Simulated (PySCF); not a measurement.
## A study: Cl$_{2}$CrO$_{2}$, SMILES `O=[Cr](=O)(Cl)Cl`

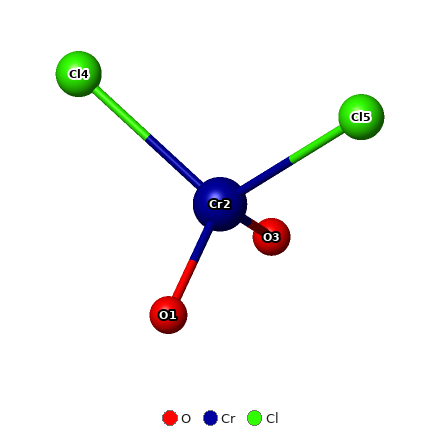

The molecule, with its atoms numbered as below. No frequency check shows the geometry to be a minimum.

Geometry (Å), atoms numbered from 1:

```
O1      -0.0003   -1.1878   -1.3272
Cr2     -0.0001   -0.3853    0.0000
O3       0.0003   -1.1879    1.3272
Cl4      1.6302    0.8309   -0.0001
Cl5     -1.6301    0.8310    0.0001
```

### 1. Bonding charge

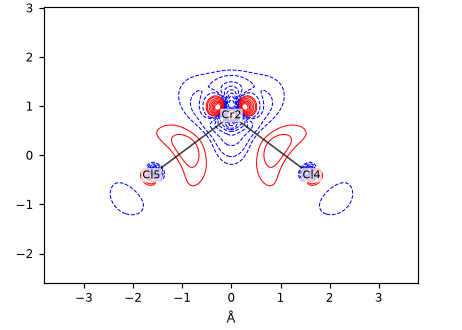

Deformation density (molecule less spherical, spin-averaged free atoms) in the plane of Cr2, Cl4 and Cl5; contours at ±0.05 to ±0.8 e/Å³; solid red lines: gain, dashed blue lines: loss.

Method: TPSSh/def2-SVPD; geometry: GFN2-xTB; program: PySCF. This is a single-reference result, which may miss multireference character in this system.

**How much density has each bond in this plane gained at its critical point, relative to the free atoms?**

Cr2–Cl5 and Cr2–Cl4: +0.12 e/Å³ at the bond critical point (bond length 2.03 Å). In all, 1.1 electrons gather in the regions of gain relative to the promolecule. A small or negative value marks a very polar bond, one between electron-rich atoms, whose free-atom densities already overlap strongly, a long bond to a heavier atom, or a closed-shell contact such as a hydrogen bond.

### 2. Bond critical points

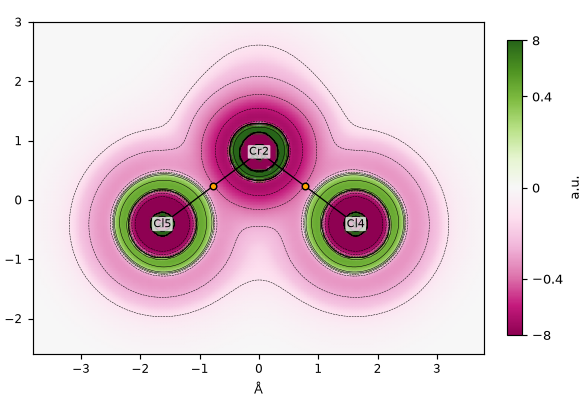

Negative Laplacian of the density (−∇²ρ) in the plane of Cr2, Cl4 and Cl5 (green positive, pink negative, colour scale in a.u., logarithmic beyond ±0.04), with bond paths and bond critical points (dots).

**Sort the bonds in the plane by the sign of ∇²ρ at their critical points.**

At none is it concentrated. Depleted (∇²ρ > 0): Cr2–Cl5 and Cr2–Cl4 (+0.34 a.u., H = −0.047). A positive Laplacian with negative H is typical of metal–ligand bonds.

### 3. Electrostatic potential

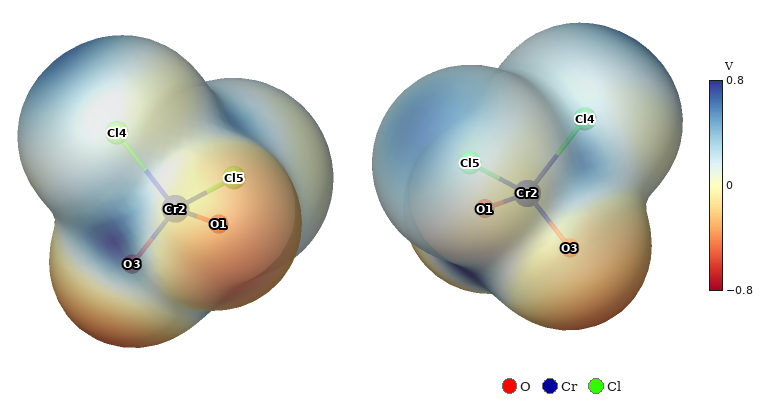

Electrostatic potential on the surface of electron density 0.001 a.u. (back view left, front view right).

**Where are the extremes of the potential on the surface?**

Highest: 0.79 V, off the O1–Cr2 bond (2.2 Å from its atoms), and at like points elsewhere. Further maxima include 0.58 V, 2.0 Å from Cl4, and at like points elsewhere; 0.56 V, off the O1–Cr2 bond (2.3 Å from its atoms). Lowest: −0.44 V, 1.7 Å from O1, and at like points elsewhere. Further minima include 0.01 V, 2.1 Å from Cl4, and at like points elsewhere. The surface is sampled at points, so like sites can differ by a few per cent and only the strongest of them is named.

**Does Cl4 carry a σ-hole?**

Yes: a local maximum of +0.58 V lies on the extension of the Cr2–Cl4 bond.

### 4. Excited states

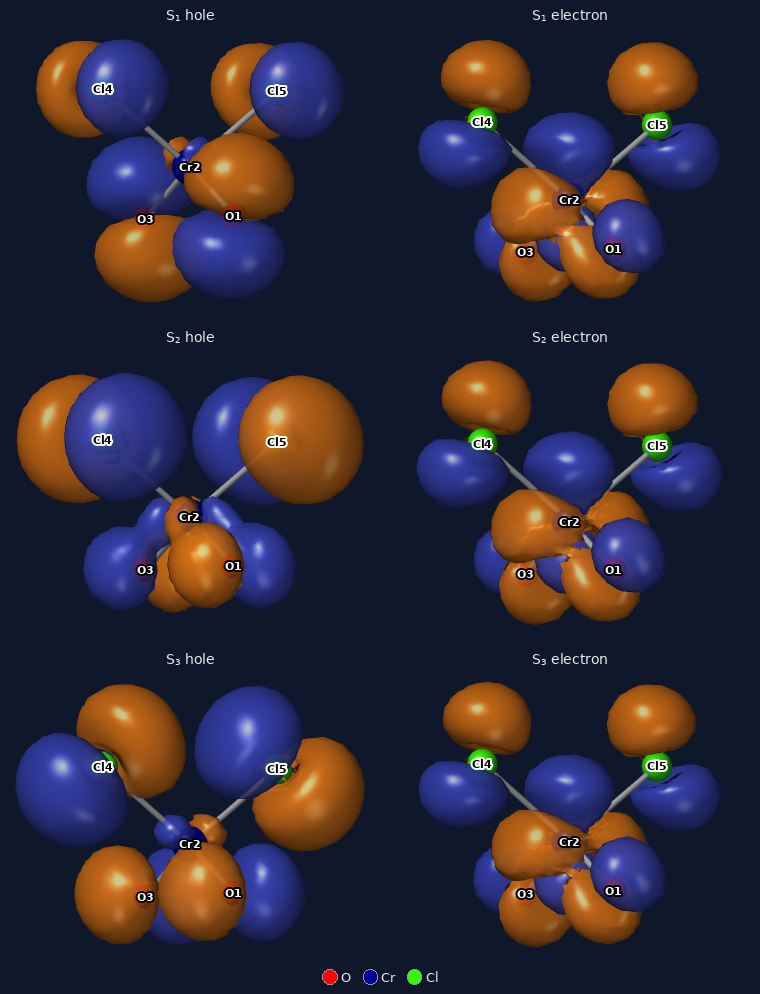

Leading natural transition orbitals (TDA singlet states).

Computed with PySCF, ωB97X/def2-SVPD, geometry: GFN2-xTB. This is a single-reference result, which may miss multireference character in this system.

**Give the energy and character of each state.**

By state:
- S₁: 2.93 eV (423 nm), f = 0.002, ligand-to-metal charge transfer; the leading pair carries 95 %; hole on O1 and O3 (35 % each), Cl4 and Cl5 (11 % each) and Cr2 (8 %), electron on Cr2 (62 %), Cl4 and Cl5 (11 % each) and O1 and O3 (8 % each); their centroids lie 0.5 Å apart.
- S₂: 3.03 eV (409 nm), f = 0.000 (dark), ligand-to-metal charge transfer; the leading pair carries 99 %; hole on Cl4 and Cl5 (35 % each), O1 and O3 (11 % each) and Cr2 (8 %), electron on Cr2 (62 %), Cl4 and Cl5 (12 % each) and O1 and O3 (8 % each); their centroids lie 0.5 Å apart.
- S₃: 3.23 eV (383 nm), f = 0.017, ligand-to-metal charge transfer; the leading pair carries 64 %; hole on O1 and O3 (25 % each), Cl4 and Cl5 (21 % each) and Cr2 (8 %), electron on Cr2 (61 %), O1 and O3 (11 % each) and Cl4 and Cl5 (8 % each) (shares are of the whole state, not of the leading pair alone); their centroids lie 0.1 Å apart.

### 5. In an electric field

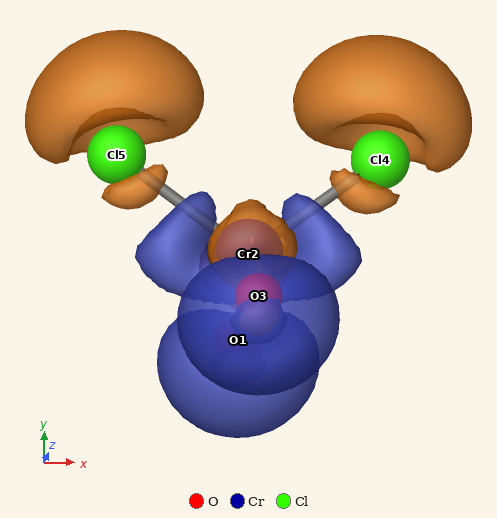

Change of the electron density in a uniform field of 0.26 V/Å, surfaces at ±0.002 e/Å³ (orange: gain, blue: loss).

Level of theory: PBE/def2-SVPD (PySCF), at a geometry from GFN2-xTB. This is a single-reference result, which may miss multireference character in this system.

**Along which Cartesian direction does the field point?**

Along −y: electrons gather on the +y side, against the field.

**What dipole is induced, and what polarisability does it imply?**

The induced dipole is 0.83 D (along the field); α along this axis, from the fields in both directions, is 66 bohr³ (9.7 Å³).

**Which atoms gain and lose the most charge?**

Electrons gather most on Cl4 and Cl5 alike (Hirshfeld charge changes by −0.021 e) and leave O1 and O3 alike most (+0.018 e); 0.066 electrons are displaced in all.

### 6. Removing or adding an electron

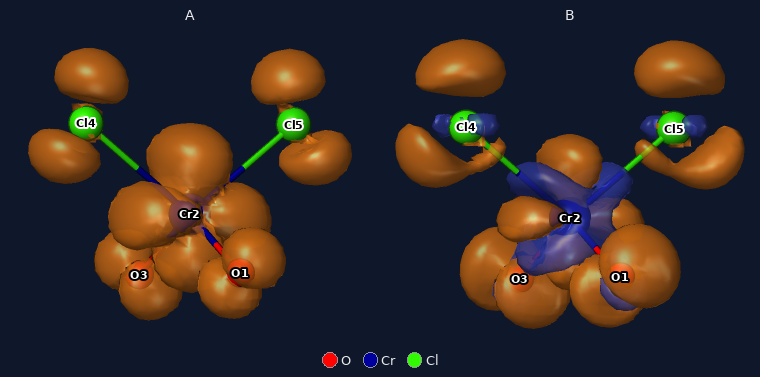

The Fukui function f⁺ from two separate SCF calculations and the density of the LUMO, at ±0.03 e/Å³ (orange positive, blue negative).

Method: B3LYP/def2-SVPD; geometry: GFN2-xTB; program: PySCF. This is a single-reference result, which may miss multireference character in this system.

**Which panel is which, and how good is the frozen-orbital picture?**

B is f⁺ (it has negative regions), A the LUMO density. The LUMO lies on Cr2 (59 %), Cl4 and Cl5 (12 % each) and O1 and O3 (8 % each); f⁺ (Hirshfeld-condensed) is largest on Cl4 and Cl5 (0.24 each), Cr2 (0.18) and O1 and O3 (0.17 each); the vertical electron affinity is 3.69 eV (the stability of the anion's solution wasn't checked). Relaxation shifts 41 % of the electron between atoms. The orbital energy is −5.53 eV.

The PySCF runs shown took 52 s, 9.5 min, 83 s and 2.7 min on 1 thread of Arm Neoverse N1, with other jobs on the host.
